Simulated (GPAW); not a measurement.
**A GW chain in GPAW: Bi2S2O (P4/nmm)**

Aim: the G0W0 gap of Bi2S2O (P4/nmm) on LDA, step by step.

Program: GPAW 26.7.0. Level of theory: LDA and many-body steps on it, plane waves. Results are calculated unless marked as measured.

**1. The structure**

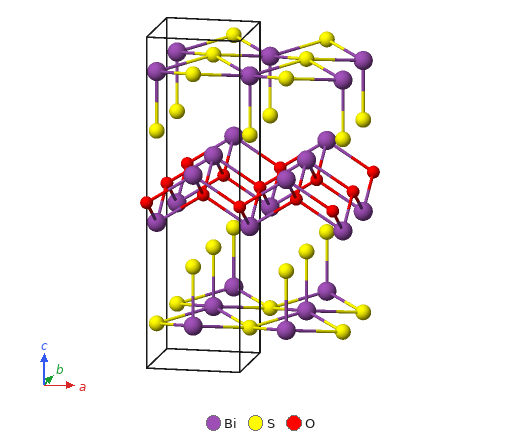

The cell as given, slightly off an axis (bismuth purple, sulfur yellow, oxygen red). 2×2×1 cells are drawn. Some periodic images of atoms are drawn too.

Coordinates:

```cif
data_structure
_symmetry_space_group_name_H-M 'P4/nmm:1'
_symmetry_Int_Tables_number 129
_cell_length_a 3.9541
_cell_length_b 3.9541
_cell_length_c 14.0506
_cell_angle_alpha 90.000
_cell_angle_beta 90.000
_cell_angle_gamma 90.000
_cell_volume 219.68
loop_
_atom_site_label
_atom_site_type_symbol
_atom_site_symmetry_multiplicity
_atom_site_Wyckoff_symbol
_atom_site_fract_x
_atom_site_fract_y
_atom_site_fract_z
_atom_site_occupancy
Bi1 Bi 2 c 0.00000 0.50000 0.86650 1
Bi2 Bi 2 c 0.50000 0.00000 0.58909 1
S1 S 2 c 0.50000 0.00000 0.89431 1
S2 S 2 c 0.00000 0.50000 0.68749 1
O1 O 2 b 0.00000 0.00000 0.50000 1
```

The cell and positions are those that the Materials Project relaxed with its own functionals (PBE, PBE+U or r2SCAN), kept fixed. Spin-orbit coupling is left out unless a step names it.

**2. Ground state**

This step: GPAW 26.7.0; DFT, LDA, plane waves, PAW.

The ground-state density comes first.

run.py

```python
import json
import numpy as np
from gpaw.mpi import world
from ase import Atoms
from gpaw import GPAW, PW, FermiDirac

atoms = Atoms(['Bi', 'Bi', 'Bi', 'Bi', 'S', 'S', 'S', 'S', 'O', 'O'],
    cell=[[3.9541013900, 0.0000000000, 0.0000000000],
      [0.0000000000, 3.9541013900, 0.0000000000],
      [0.0000000000, 0.0000000000, 14.0505795800]],
    scaled_positions=[[0.0000000000, 0.5000000000, 0.8664958300],
      [0.5000000000, 0.0000000000, 0.1335041700],
      [0.5000000000, 0.0000000000, 0.5890931400],
      [0.0000000000, 0.5000000000, 0.4109068600],
      [0.5000000000, 0.0000000000, 0.8943134100],
      [0.0000000000, 0.5000000000, 0.1056865900],
      [0.0000000000, 0.5000000000, 0.6874875200],
      [0.5000000000, 0.0000000000, 0.3125124800],
      [0.0000000000, 0.0000000000, 0.5000000000],
      [0.5000000000, 0.5000000000, 0.5000000000]],
    pbc=(True, True, True))
calc = GPAW(mode=PW(600),
    xc='LDA',
    kpts={'size': (6, 6, 2), 'gamma': True},
    occupations=FermiDirac(0.001),
    nbands=-11,
    convergence={'density': 1e-6, 'bands': -3},
    maxiter=100,
    txt='gs.txt')
atoms.calc = calc
res = {'energy': atoms.get_potential_energy()}
kpts = calc.get_ibz_k_points()
res['kpts'] = kpts
res['eigenvalues'] = [calc.get_eigenvalues(kpt=k) for k in range(len(kpts))]
res['n_electrons'] = calc.get_number_of_electrons()
calc.write('gs.gpw')

if world.rank == 0:
    with open('result.json', 'w') as f:
        json.dump(res, f, default=lambda x: x.tolist())
```

Started as:

```console
$ mpirun -n 8 gpaw python run.py
```

Numbers of over 12 decimals in the logs are rounded to 6 here.

Log:

```text
__  _  _
 | _ |_)|_||  |
 |__||  | ||/\| - 26.7.0

Input parameters:
  mode=PW(ecut=600.0),
  convergence={'density': 1e-06, 'bands': -3},
  kpts=MonkhorstPack(size=(6, 6, 2), gamma=True),
  maxiter=100,
  nbands=-11,
  occupations=Occupations(name='fermi-dirac', width=0.001, fixmagmom=False),
  xc=XC(name='LDA')
  [... matrices ...]
Diagonalizing LCAO Hamiltonian
Converting LCAO to pw mode
   .---------.
  /|         |
 * |         |
 |Bi         |
 | |  S      |
 | |         |
 |S|         |
 | |         |
 | |         |
 | |  Bi     |
 | |         |
 OBi         |
 | |         |
 | |         |
 | |  S      |
 | |         |
 |S|         |
 | .--Bi-----.
 |/         /
 *---------*

Atoms  # Å, Bohr magnetons
|   | symbol |        x |        y |         z |    initial magnetic moments |
| 0 |     Bi | 0.000000 | 1.977051 | 12.174769 | ( 0.0000,  0.0000,  0.0000) |
| 1 |     Bi | 1.977051 | 0.000000 |  1.875811 | ( 0.0000,  0.0000,  0.0000) |
| 2 |     Bi | 1.977051 | 0.000000 |  8.277100 | ( 0.0000,  0.0000,  0.0000) |
| 3 |     Bi | 0.000000 | 1.977051 |  5.773480 | ( 0.0000,  0.0000,  0.0000) |
| 4 |      S | 1.977051 | 0.000000 | 12.565622 | ( 0.0000,  0.0000,  0.0000) |
| 5 |      S | 0.000000 | 1.977051 |  1.484958 | ( 0.0000,  0.0000,  0.0000) |
| 6 |      S | 0.000000 | 1.977051 |  9.659598 | ( 0.0000,  0.0000,  0.0000) |
| 7 |      S | 1.977051 | 0.000000 |  4.390981 | ( 0.0000,  0.0000,  0.0000) |
| 8 |      O | 0.000000 | 0.000000 |  7.025290 | ( 0.0000,  0.0000,  0.0000) |
| 9 |      O | 1.977051 | 1.977051 |  7.025290 | ( 0.0000,  0.0000,  0.0000) |

Unit cell  # Å
| periodic |        x |        y |         z |   lengths |    angles |
|      yes | 3.954101 | 0.000000 |  0.000000 |  3.954101 | 90.000000 |
|      yes | 0.000000 | 3.954101 |  0.000000 |  3.954101 | 90.000000 |
|      yes | 0.000000 | 0.000000 | 14.050580 | 14.050580 | 90.000000 |

Number of symmetries: 8
Symmetry operations  # r_c * U_cc + t_c -> r_c
|   | kind |            matrix            |
| 0 |  E   |  1, 0, 0,  0, 1, 0,  0, 0, 1 |
| 1 |  σ   |  1, 0, 0,  0,-1, 0,  0, 0, 1 |
| 2 |  C2  |  0, 1, 0,  1, 0, 0,  0, 0,-1 |
| 3 |  S4  |  0, 1, 0, -1, 0, 0,  0, 0,-1 |
| 4 |  S4  |  0,-1, 0,  1, 0, 0,  0, 0,-1 |
| 5 |  C2  |  0,-1, 0, -1, 0, 0,  0, 0,-1 |
| 6 |  σ   | -1, 0, 0,  0, 1, 0,  0, 0, 1 |
| 7 |  C2  | -1, 0, 0,  0,-1, 0,  0, 0, 1 |

BZ-sampling:
  Number of BZ points: 72
  Number of IBZ points: 20

  Monkhorst-Pack size: [6, 6, 2]
  Monkhorst-Pack shift: [0.083333, 0.083333, 0.25]

K-points  # in reciprocal-cell coordinates
|     |                                coordinates |     weight |
|   0 | (  0.00000000,   0.00000000,   0.00000000) | 0.01388889 |
|   1 | (  0.00000000,   0.00000000,   0.50000000) | 0.01388889 |
|   2 | (  0.16666667,   0.00000000,   0.00000000) | 0.05555556 |
|   3 | (  0.16666667,   0.00000000,   0.50000000) | 0.05555556 |
|   4 | (  0.16666667,   0.16666667,   0.00000000) | 0.05555556 |
|   5 | (  0.16666667,   0.16666667,   0.50000000) | 0.05555556 |
|   6 | (  0.33333333,   0.00000000,   0.00000000) | 0.05555556 |
|   7 | (  0.33333333,   0.00000000,   0.50000000) | 0.05555556 |
|   8 | (  0.33333333,   0.16666667,   0.00000000) | 0.11111111 |
|   9 | (  0.33333333,   0.16666667,   0.50000000) | 0.11111111 |
| ... |                                            |            |
|  19 | (  0.50000000,   0.50000000,   0.50000000) | 0.01388889 |

Plane wave coefficients: 7370
Cutoff: 600.0 eV

Spin-components: 1 (collinear spins)
Bands:           59
Projectors:      54
Spin-degeneracy: 2
Datatype:        complex128

  Storage: CPU
  Wave functions: 137_163_200 bytes (17_145_400 per core)
  Projectors: 81_368_000 bytes (10_171_000 per core)
  [... matrices ...]
Parallelization:
  kpt:    4
  domain: 2
  band:   1

Density:
  Valence electrons: 96.0
  Components: 1
  Grid points: [24 24 80]
  Charge: 0.0  # |e|

Potential:
  Grid points: [24 24 80]

species:
  Bi:
    name:    Bismuth
    Z:       83.0
    valence: 15
    core:    68
    charge:  0.0  # [|e|]
    compensation charges:
      type: gauss
      rc: 0.38  # [Å]
      lmax: 2
    cutoffs:
      filter: 2.23  # [Å]
      core: 2.33  # [Å]
    projectors
    | kind |    occ | energy [eV] | rcut [Å] |
    |   6s |  2.000 |     -14.665 |    1.286 |
    |   6p |  3.000 |      -4.777 |    1.275 |
    |   5d | 10.000 |     -27.225 |    1.349 |
    |    s |        |      12.546 |    1.286 |
    |    p |        |      22.434 |    1.275 |
    |    d |        |      -0.013 |    1.349 |

    Using partial waves for Bi as LCAO basis

  S:
    name:    Sulfur
    Z:       16.0
    valence: 6
    core:    10
    charge:  0.0  # [|e|]
    compensation charges:
      type: gauss
      rc: 0.24  # [Å]
      lmax: 2
    cutoffs:
      filter: 1.77  # [Å]
      core: 1.66  # [Å]
    projectors
    | kind |    occ | energy [eV] | rcut [Å] |
    |   3s |  2.000 |     -17.278 |    0.974 |
    |   3p |  4.000 |      -7.106 |    0.979 |
    |    s |        |       9.933 |    0.974 |
    |    p |        |      20.105 |    0.979 |
    |    d |        |       0.000 |    0.900 |

    Using partial waves for S as LCAO basis

  O:
    name:    Oxygen
    Z:       8.0
    valence: 6
    core:    2
    charge:  0.0  # [|e|]
    compensation charges:
      type: gauss
      rc: 0.21  # [Å]
      lmax: 2
    cutoffs:
      filter: 1.17  # [Å]
      core: 0.83  # [Å]
    projectors
    | kind |    occ | energy [eV] | rcut [Å] |
    |   2s |  2.000 |     -23.752 |    0.688 |
    |   2p |  4.000 |      -9.195 |    0.598 |
    |    s |        |       3.459 |    0.688 |
    |    p |        |      18.016 |    0.598 |
    |    d |        |       0.000 |    0.619 |

    Using partial waves for O as LCAO basis

Reference energy: -2385507.542609  # eV

eigensolver:
  PPCG
  Converge bands: -3
  niter=2

density mixing:
  MSR1-Mixer
  Pratt-step length: 0.05
  Maximum mixing coefficient: 0.75
  Old densities: 10
  SVD Regularization: 0.005
  Good broyden scale: 1.0
  Trust region scale: 1.0
  Backstep threshold: 4.0
  History deletion threshold: 6.0
  Fourier metric: weight=20.0, sigma=0.015

occupation numbers:
  Fermi-Dirac:
    width: 0.0010  # eV

poisson solver:
  ecut: 4800.0  # eV

xc functional:
  name: None

Initialization done in: 1.567 s

convergence criteria:
- Maximum integral of absolute [dens]ity change: 1e-06 electrons / valence electron
- Maximum [total energy] change in last 3 cyles: 0.0005 eV / valence electron
- Maximum integral of absolute [eigenst]ate change: 4e-08 eV^2 / valence electron
maximum number of iterations: 100

SCF iterations
|iter     |     time |      energy | eigst |  dens |
|iter:   1|  |  -64.305079 | +0.17 |       |
|iter:   2|  |  -62.693014 | -1.17 | -1.03 |
|iter:   3|  |  -59.218501 | -1.11 | -1.09 |
|iter:   4|  |  -59.241356 | -1.04 | -1.56 |
|iter:   5|  |  -59.116117 | -1.55 | -1.75 |
|iter:   6|  |  -59.042348 | -2.25 | -1.92 |
|iter:   7|  |  -59.038992 | -3.35 | -2.53 |
|iter:   8|  |  -59.039020c| -4.35 | -3.04 |
|iter:   9|  |  -59.039096c| -5.20 | -3.44 |
|iter:  10|  |  -59.039113c| -5.78 | -3.94 |
|iter:  11|  |  -59.039116c| -6.40 | -4.47 |
|iter:  12|  |  -59.039116c| -6.95 | -4.59 |
|iter:  13|  |  -59.039116c| -7.37 | -4.96 |
|iter:  14|  |  -59.039116c| -7.76c| -5.71 |
|iter:  15|  |  -59.039116c| -8.18c| -6.09c|

Converged in 15 steps
SCF loop duration: 31.771 s (2.118 s/step)
Energy contributions relative to reference atoms: (reference = -2385507.542609)
  [... matrices ...]
Energy contributions:
  Kinetic:         104.456972
  Coulomb:        -100.256268
  Zero:             -5.467649
  External:          0.000000
  Xc:              -57.772171
  Entropy:          -0.000000
  Spinorbit:         0.000000
  ----------------------------
  Free energy:     -59.039116
  Extrapolated:    -59.039116

dipole moment: (-67.340481, -67.340481, 0.000022)  # |e|*Ang

Fermi level: 6.220
Eigenvalues  # (at kpt = [0.000, 0.000, 0.000])
| band index |      eig [eV] | occ [0-2] |
|          0 |       -17.322 |     2.000 |
|        ... |               |           |
|         40 |         3.241 |     2.000 |
|         41 |         3.975 |     2.000 |
|         42 |         4.429 |     2.000 |
|         43 |         4.429 |     2.000 |
|         44 |         4.577 |     2.000 |
|         45 |         4.646 |     2.000 |
|         46 |         4.795 |     2.000 |
|         47 |         4.795 |     2.000 |
|         48 |         6.865 |     0.000 |
[...]
|         52 |         9.484 |     0.000 |
|         53 |        10.317 |     0.000 |
|         54 |        10.385 |     0.000 |
|         55 |        10.385 |     0.000 |
|        ... |               |           |
|         58 |        11.866 |     0.000 |

Gap: 0.882 eV
Transition (v -> c):
  (s=0, k=13, n=47, [0.50, 0.00, 0.50]) -> (s=0, k=12, n=48, [0.50, 0.00, 0.00])
Direct/indirect transitions are different
Direct gap: 0.883 eV
Transition at: (s=0, k=12, n=47, [0.50, 0.00, 0.00])
# Writing to gs.gpw (mode='')
  [... matrices ...]
```

The job ended after 35 s (8 MPI ranks of Arm Neoverse V2, shared host; peak memory 1.8 GiB).

This step gave:

| Quantity | Value |
| --- | --- |
| total energy | -59.0391 eV |
| gap | 0.8817 eV |
| k of the valence top | 0.5, 0, 0.5 |
| k of the conduction bottom | 0.5, 0, 0 |
| least direct gap | 0.8826 eV |

The gap is indirect, with the least direct gap 0.001 eV higher.

**3. Bands along the symmetry lines**

Levels along a band path, at the cheap level, show where the edges lie and whether the meshes to come will hold them.

run.py

```python
import json
import numpy as np
from gpaw.mpi import world
from gpaw import GPAW

path = [[0.000000, 0.000000, 0.000000],
    [0.000000, 0.062500, 0.000000],
    [0.000000, 0.125000, 0.000000],
    [0.000000, 0.187500, 0.000000],
    [0.000000, 0.250000, 0.000000],
    [0.000000, 0.312500, 0.000000],
    [0.000000, 0.375000, 0.000000],
    [0.000000, 0.437500, 0.000000],
    [0.000000, 0.500000, 0.000000],
    [0.062500, 0.500000, 0.000000],
    [0.125000, 0.500000, 0.000000],
    [0.187500, 0.500000, 0.000000],
    [0.250000, 0.500000, 0.000000],
    [0.312500, 0.500000, 0.000000],
    [0.375000, 0.500000, 0.000000],
    [0.437500, 0.500000, 0.000000],
    [0.500000, 0.500000, 0.000000],
    [0.437500, 0.437500, 0.000000],
    [0.375000, 0.375000, 0.000000],
    [0.312500, 0.312500, 0.000000],
    [0.250000, 0.250000, 0.000000],
    [0.187500, 0.187500, 0.000000],
    [0.125000, 0.125000, 0.000000],
    [0.062500, 0.062500, 0.000000],
    [0.000000, 0.000000, 0.000000],
    [0.000000, 0.000000, 0.062500],
    [0.000000, 0.000000, 0.125000],
    [0.000000, 0.000000, 0.187500],
    [0.000000, 0.000000, 0.250000],
    [0.000000, 0.000000, 0.312500],
    [0.000000, 0.000000, 0.375000],
    [0.000000, 0.000000, 0.437500],
    [0.000000, 0.000000, 0.500000],
    [0.000000, 0.062500, 0.500000],
    [0.000000, 0.125000, 0.500000],
    [0.000000, 0.187500, 0.500000],
    [0.000000, 0.250000, 0.500000],
    [0.000000, 0.312500, 0.500000],
    [0.000000, 0.375000, 0.500000],
    [0.000000, 0.437500, 0.500000],
    [0.000000, 0.500000, 0.500000],
    [0.062500, 0.500000, 0.500000],
    [0.125000, 0.500000, 0.500000],
    [0.187500, 0.500000, 0.500000],
    [0.250000, 0.500000, 0.500000],
    [0.312500, 0.500000, 0.500000],
    [0.375000, 0.500000, 0.500000],
    [0.437500, 0.500000, 0.500000],
    [0.500000, 0.500000, 0.500000],
    [0.437500, 0.437500, 0.500000],
    [0.375000, 0.375000, 0.500000],
    [0.312500, 0.312500, 0.500000],
    [0.250000, 0.250000, 0.500000],
    [0.187500, 0.187500, 0.500000],
    [0.125000, 0.125000, 0.500000],
    [0.062500, 0.062500, 0.500000],
    [0.000000, 0.000000, 0.500000],
    [0.000000, 0.500000, 0.000000],
    [0.000000, 0.500000, 0.062500],
    [0.000000, 0.500000, 0.125000],
    [0.000000, 0.500000, 0.187500],
    [0.000000, 0.500000, 0.250000],
    [0.000000, 0.500000, 0.312500],
    [0.000000, 0.500000, 0.375000],
    [0.000000, 0.500000, 0.437500],
    [0.000000, 0.500000, 0.500000],
    [0.500000, 0.500000, 0.000000],
    [0.500000, 0.500000, 0.062500],
    [0.500000, 0.500000, 0.125000],
    [0.500000, 0.500000, 0.187500],
    [0.500000, 0.500000, 0.250000],
    [0.500000, 0.500000, 0.312500],
    [0.500000, 0.500000, 0.375000],
    [0.500000, 0.500000, 0.437500],
    [0.500000, 0.500000, 0.500000]]
calc = GPAW('gs.gpw').fixed_density(kpts=path,
    symmetry='off',
    nbands=58,
    convergence={'bands': 54},
    txt='bands.txt')
res = {}
kpts = calc.get_ibz_k_points()
res['kpts'] = kpts
res['eigenvalues'] = [calc.get_eigenvalues(kpt=k) for k in range(len(kpts))]
res['n_electrons'] = calc.get_number_of_electrons()

if world.rank == 0:
    with open('result.json', 'w') as f:
        json.dump(res, f, default=lambda x: x.tolist())
```

Started as:

```console
$ mpirun -n 8 gpaw python run.py
```

Log:

```text
Diagonalizing LCAO Hamiltonian
Converting LCAO to pw mode
convergence criteria:
- Maximum integral of absolute [eigenst]ate change: 4e-08 eV^2 / valence electron
maximum number of iterations: 100

SCF iterations
|iter     |     time |      energy | eigst |  dens |
|iter:   1|  |             | +0.15 |       |
|iter:   2|  |             | -1.24 |       |
|iter:   3|  |             | -2.04 |       |
[...]
|iter:  24|  |             | -7.21 |       |
|iter:  25|  |             | -7.35 |       |
|iter:  26|  |             | -7.56c|       |
SCF steps: 26
  __  _  _
 | _ |_)|_||  |
 |__||  | ||/\| - 26.7.0

Input parameters:
  mode=PW(ecut=600.0),
  convergence={'bands': 54},
  gpts=array([24, 24, 80]),
  kpts=KPoints(kpts=array([[0.    , 0.    , 0.    ],
         [0.    , 0.0625, 0.    ],
         [0.    , 0.125 , 0.    ],
         [0.    , 0.1875, 0.    ],
         [0.    , 0.25  , 0.    ],
         [0.    , 0.3125, 0.    ],
         [0.    , 0.375 , 0.    ],
[...]
[0.0625, 0.5   , 0.    ],
[...]
[0.1875, 0.5   , 0.    ],
[...]
[0.3125, 0.5   , 0.    ],
[...]
[0.4375, 0.4375, 0.    ],
[...]
[0.3125, 0.3125, 0.    ],
[...]
[0.1875, 0.1875, 0.    ],
[...]
[0.    , 0.    , 0.0625],
[...]
[0.    , 0.    , 0.1875],
[...]
[0.    , 0.    , 0.3125],
[...]
[0.    , 0.3125, 0.5   ],
[...]
[0.    , 0.4375, 0.5   ],
[...]
[0.3125, 0.5   , 0.5   ],
[...]
[0.4375, 0.5   , 0.5   ],
[...]
[0.1875, 0.1875, 0.5   ],
[...]
[0.0625, 0.0625, 0.5   ],
[...]
[0.5   , 0.5   , 0.25  ],
         [0.5   , 0.5   , 0.3125],
         [0.5   , 0.5   , 0.375 ],
         [0.5   , 0.5   , 0.4375],
         [0.5   , 0.5   , 0.5   ]])),
  maxiter=100,
  nbands=58,
  occupations=Occupations(name='fermi-dirac', width=0.001, fixmagmom=False),
  parallel={},
  symmetry=Symmetry(point_group=False, time_reversal=False),
  xc=XC(name='LDA')
```

Run time: 2.8 min. Hardware: 8 MPI ranks; peak memory 2.9 GiB; 20 min of CPU time.

Numbers from this step:

| Item | Value |
| --- | --- |
| gap | 0.8817 eV |
| k of the valence top | 0, 0.5, 0.5 |
| k of the conduction bottom | 0, 0.5, 0 |
| least direct gap | 0.8826 eV |

The gap is 0.882 eV, as in the run before at this level.

Electronic bands along the path, in eV, zero at the top of the highest filled band:

```
    point  band 45  band 46  band 47  band 48  band 49  band 50  band 51  band 52
        Γ    -1.00    -0.93    -0.78    -0.78     1.29     2.00     3.76     3.91
        X    -0.50    -0.50     0.00     0.00     0.88     0.88     1.42     1.42
        M    -1.50    -1.50    -1.18    -1.18     2.78     2.78     3.84     3.84
        Γ    -1.00    -0.93    -0.78    -0.78     1.29     2.00     3.76     3.91
        Z    -1.14    -0.90    -0.76    -0.76     1.39     2.13     3.69     3.98
        R    -0.53    -0.53     0.00     0.00     0.89     0.89     1.42     1.42
        A    -1.54    -1.54    -1.05    -1.05     2.95     2.95     3.60     3.60
        Z    -1.14    -0.90    -0.76    -0.76     1.39     2.13     3.69     3.98
jump to X    -0.50    -0.50     0.00     0.00     0.88     0.88     1.42     1.42
        R    -0.53    -0.53     0.00     0.00     0.89     0.89     1.42     1.42
jump to M    -1.50    -1.50    -1.18    -1.18     2.78     2.78     3.84     3.84
        A    -1.54    -1.54    -1.05    -1.05     2.95     2.95     3.60     3.60
```

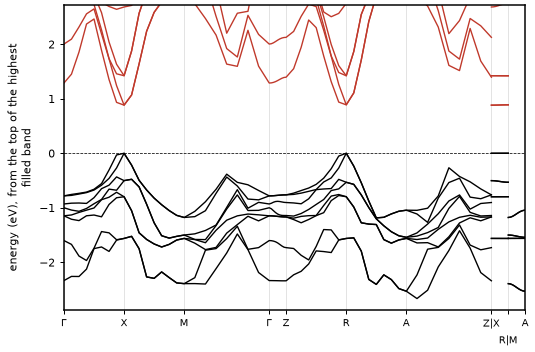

Electronic bands along the path; lines of filled and empty bands in two colours.

**4. Empty states on the mesh, 4×4×2 mesh, 366 bands**

The sums over transitions need many empty states on a uniform mesh; this step solves for them.

run.py

```python
import json
import numpy as np
from gpaw.mpi import world
from gpaw import GPAW

calc = GPAW('gs.gpw').fixed_density(kpts={'size': (4, 4, 2), 'gamma': True},
    nbands=427,
    convergence={'bands': 366},
    update_fermi_level=True,
    txt='nscf.txt')
calc.write('full.gpw', mode='all')
res = {}
kpts = calc.get_ibz_k_points()
res['kpts'] = kpts
res['eigenvalues'] = [calc.get_eigenvalues(kpt=k) for k in range(len(kpts))]
res['n_electrons'] = calc.get_number_of_electrons()

if world.rank == 0:
    with open('result.json', 'w') as f:
        json.dump(res, f, default=lambda x: x.tolist())
```

Started as:

```console
$ mpirun -n 8 gpaw python run.py
```

Log:

```text
Diagonalizing LCAO Hamiltonian
Converting LCAO to pw mode
convergence criteria:
- Maximum integral of absolute [eigenst]ate change: 4e-08 eV^2 / valence electron
maximum number of iterations: 100

SCF iterations
|iter     |     time |      energy | eigst |  dens |
|iter:   1|  |             | +4.20 |       |
|iter:   2|  |             | +3.02 |       |
|iter:   3|  |             | +1.93 |       |
[...]
|iter:  15|  |             | -6.84 |       |
|iter:  16|  |             | -7.31 |       |
|iter:  17|  |             | -7.56c|       |
SCF steps: 17
  __  _  _
 | _ |_)|_||  |
 |__||  | ||/\| - 26.7.0

Input parameters:
  mode=PW(ecut=600.0),
  convergence={'bands': 366},
  gpts=array([24, 24, 80]),
  kpts=MonkhorstPack(size=(4, 4, 2), gamma=True),
  maxiter=100,
  nbands=427,
  occupations=Occupations(name='fermi-dirac', width=0.001, fixmagmom=False),
  parallel={},
  xc=XC(name='LDA')
# Writing to full.gpw (mode='all')
  [... matrices ...]

timing:  # [seconds]
  Total: 0.373  # ━━━━━━━━━━━━━━━━━━━━━━━━━━━━━━━━━━━━━━━━━━━━━━━━━━━━━━━━━━━
```

Run time: 5.2 min. Hardware: 8 MPI ranks; peak memory 2.9 GiB.

Numbers from this step:

```yaml
gap: 0.8817 eV
k_of_the_valence_top: 0.5, 0, 0.5
k_of_the_conduction_bottom: 0.5, 0, 0
least_direct_gap: 0.8826 eV
k_points_computed: 12
lowest_point_of_the_top_converged_band_above_the_valence_top: 65.7799 eV
```

On this mesh the gap is 0.882 eV.

(Continued in part 2 of 2.)

[Paths, hosts, dates, memory and timing lines, banners, echoed tables and standing remarks are left out of the program output.]

[Logs are printed without paths, hosts, clocks, repeated set-up lines and the standing remarks that a program may print on its own settings, such as how far it seeks lower states.]

[Runs of the session that timed out or met a known fault of the program may be left out.]

[Hosts, paths, dates, database ids (printed as entryN), source tags and the programs' standing remarks are cut or masked in the printed files.]
